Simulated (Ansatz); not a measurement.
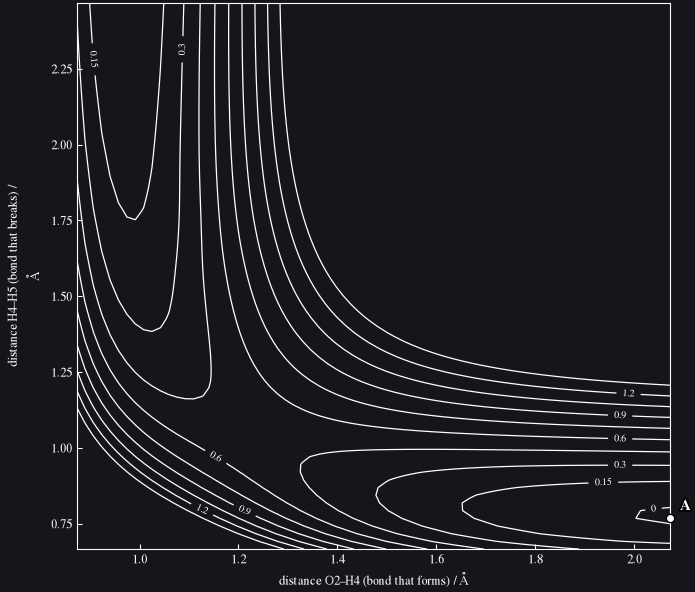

The reacting system ClH3MgO. The first coordinate is: distance O2–H4 (bond that forms); the second: distance H4–H5 (bond that breaks). Relaxed at each point: all other coordinates. The scan uses a 13 × 13 grid. Points are written as (first, second). Energies: eV, counted from the lowest grid point. The reference is spin-restricted, so regions where a bond is pulled apart into radicals lie too high. Method: RKS PBE0-D4/def2-SVP in Ansatz.

The picture shows contour lines labelled in eV (none above 1.35), the point A. Between grid points the surface is interpolated.

Find the lowest path from A to the other arm of the map, and its barrier.

Answer. The easiest path runs from the side where the first distance is long, about (2.07 Å, 0.77 Å), to the side where the second distance is long, about (0.97 Å, 2.47 Å). Its highest point, at about (1.21 Å, 1.07 Å), lies about 0.51 eV above the start and 0.49 eV above the end on the interpolated surface. An end on the edge of the scan is no minimum, so the barrier from there is a lower bound.

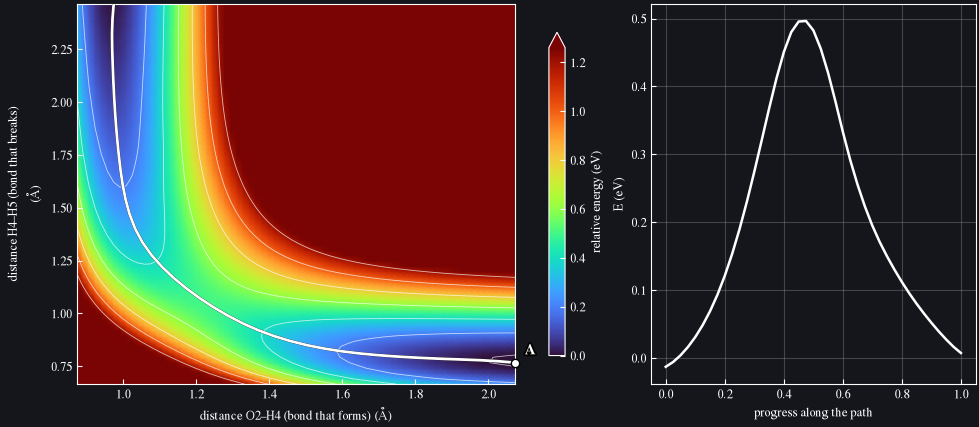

In the figure: a smooth colour map with a few white contour lines, a line along the lowest path, one colour for all values above the top of the scale, the energy along the path at the right. Between grid points the surface is interpolated.
